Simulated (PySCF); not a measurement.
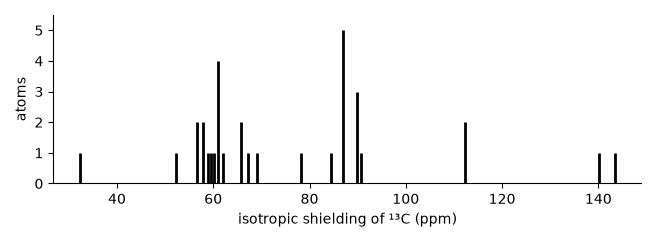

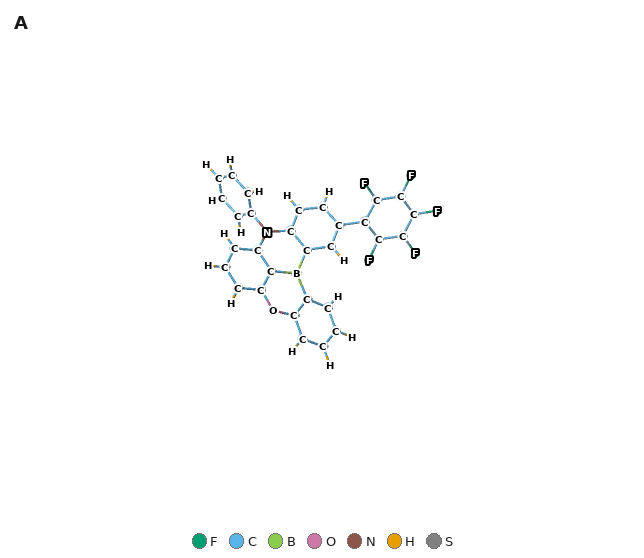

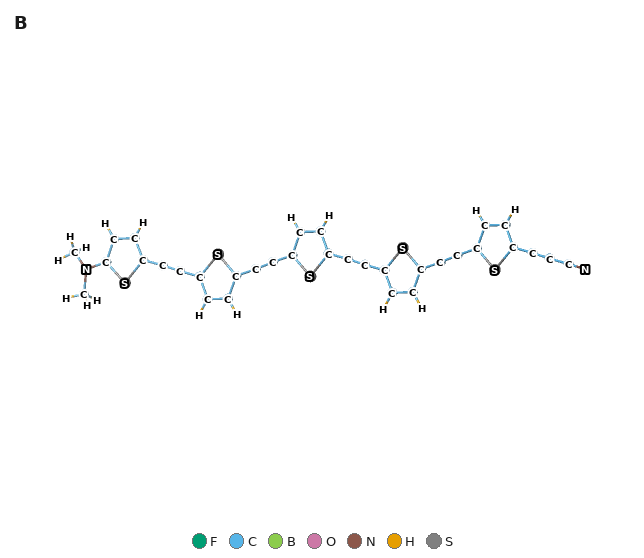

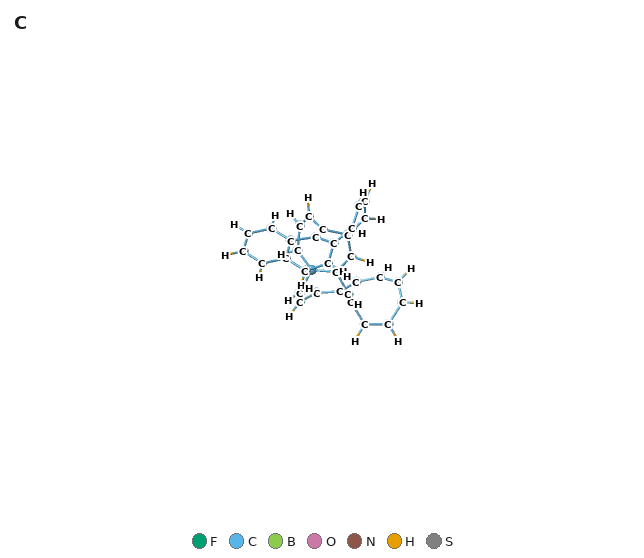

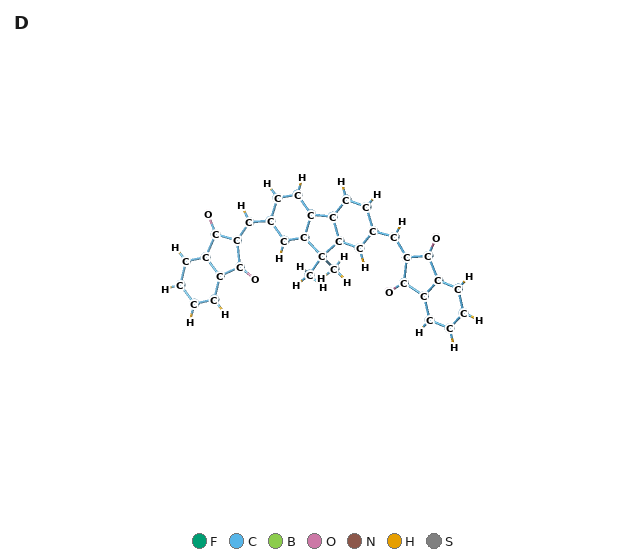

The sticks are computed shieldings of one of the molecules, for one fixed geometry (GFN2-xTB) without averaging over rotations. Low shielding means a high chemical shift. Method: GIAO KT3/pcSseg-1 NMR shielding, non-relativistic, gas phase (PySCF 2.14.0).

Question: Which molecule gives this pattern?

Answer: B, `CN(C)c1ccc(C#Cc2ccc(C#Cc3ccc(C#Cc4ccc(C#Cc5ccc(C#CC#N)s5)s4)s3)s2)s1`. Its 33 C atoms give lines at 32.3, 52.2, 56.6 (2 atoms), 57.8 (2 atoms), 58.9, 59.6, 60.1, 60.9 (4 atoms), 62.1, 65.9 (2 atoms), 67.2, 69.2, 78.2, 84.6, 86.9 (5 atoms), 89.8 (3 atoms), 90.8, 112.3 (2 atoms), 140.2, 143.4 ppm.

The geometry is semi-empirical. Around B such bond lengths and angles can be off by a tenth of an ångström or more and by several degrees, and values that hang on the shape move with them.
